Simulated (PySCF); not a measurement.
# C8H13Br: the cost of one run

Programs: PySCF 2.14.0, with routines of our own; each step states its level. All values are computed. Atoms count from 0.

## 1. The starting structure

22 atoms, charge 0, multiplicity 1; geometry from: GFN2-xTB.

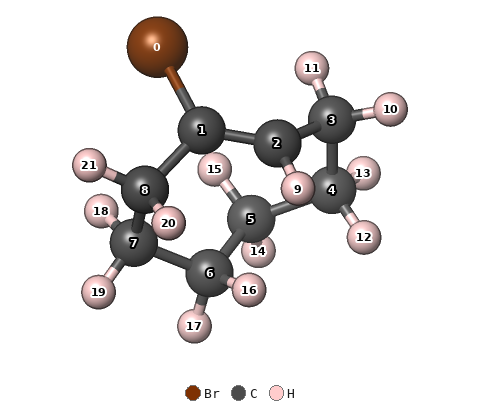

The starting geometry (bromine brown, carbon dark grey, hydrogen pink).

## 2. Optimising the geometry at PBE0-D3(BJ)/def2-SVP

The job: settings as JSON, then the geometry in Å.

```
{"job": {"xc": "PBE0", "basis": "def2-SVP", "d3": "d3bj", "grid": 2, "kind": "geom"}, "charge": 0, "multiplicity": 1}
Br     0.307013     2.198825    -1.793663
C      0.259327     1.586177     0.024359
C      1.218103     0.820140     0.528374
C      2.106530    -0.060281    -0.266580
C      1.333766    -1.401245    -0.316691
C     -0.144211    -1.273214    -0.729485
C     -1.145856    -0.862107     0.379980
C     -1.868763     0.485474     0.198394
C     -1.067870     1.719116     0.678715
H      1.156645     0.585205     1.583707
H      3.081464    -0.215288     0.196258
H      2.250926     0.321948    -1.277033
H      1.387560    -1.877984     0.664739
H      1.838350    -2.057196    -1.029230
H     -0.448020    -2.254128    -1.101998
H     -0.220712    -0.590366    -1.574934
H     -0.651665    -0.874104     1.352131
H     -1.925235    -1.626211     0.420804
H     -2.115606     0.617094    -0.857345
H     -2.809391     0.457222     0.753141
H     -0.957331     1.688114     1.764298
H     -1.595434     2.632195     0.401209
```

The run is started by

```
$ OMP_NUM_THREADS=1 python excited_run.py task.json out
```

One launch serves the whole session: the jobs run in the order shown.

Q: Estimate the wall time and peak memory of this first job on 1 thread of Arm Neoverse V1, shared host.

About 2.8 min, with a peak of 1.1 GiB.
